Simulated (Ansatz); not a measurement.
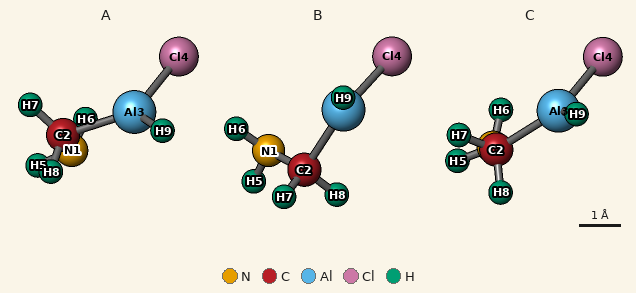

3 geometries from a converged minimum-energy path of CH₅AlClN, shuffled. The picture is a ball-and-stick view, seen from a free direction.

Computed with Ansatz, RKS BHLYP-D4/def2-SVPD. Run with 5 movable images; climbing image; force threshold 0.05 eV/Å; iteration limit 60; starting path by image-dependent pair potential.

> Which of them lies highest in energy?

B. In order along the path, whose images run from 0 to 6: A (image 2, +9.2 kcal/mol), C (image 3, +9.3 kcal/mol), B (image 5, +11.6 kcal/mol). The motion is a rotation about the C2–Al3 bond. No bond forms or breaks between the ends. Bond angles that change up to the highest image, for instance: N1–C2–Al3 69.3° → 112.6°, Al3–C2–H8 122.5° → 104.5°.

The run took 5.6 min on 2 threads of Arm Neoverse N1, on a shared host, peak memory 0.33 GiB.
